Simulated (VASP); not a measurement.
Band structure of Mg2Sn (antifluorite). Computed with PBE GGA, VASP's PBE PAW potentials (set 64) (plane waves; VASP).

Unless said otherwise, spin-orbit coupling is left out, though it shifts the bands of the heavy elements here.

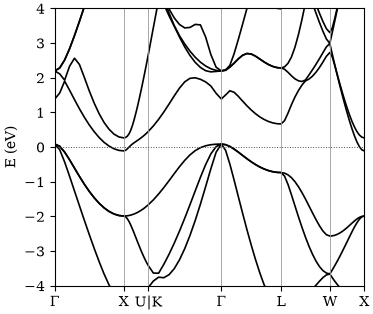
Figure. Bands along high-symmetry lines, zero at the valence-band maximum or, without a gap, the Fermi level

Q: Read the plot: is there a gap, and where are the band edges?

A: It has no gap at this level: it comes out as a metal or semimetal. (Edges off the drawn lines would not show.)

Measured: gap 0.36 eV (computed value off by -0.36 eV), as given by Byungki Ryu et al., Journal of the Korean Physical Society (2019), arXiv:1905.06140.

The compound is Mg2Sn in the antifluorite structure. It was relaxed first.
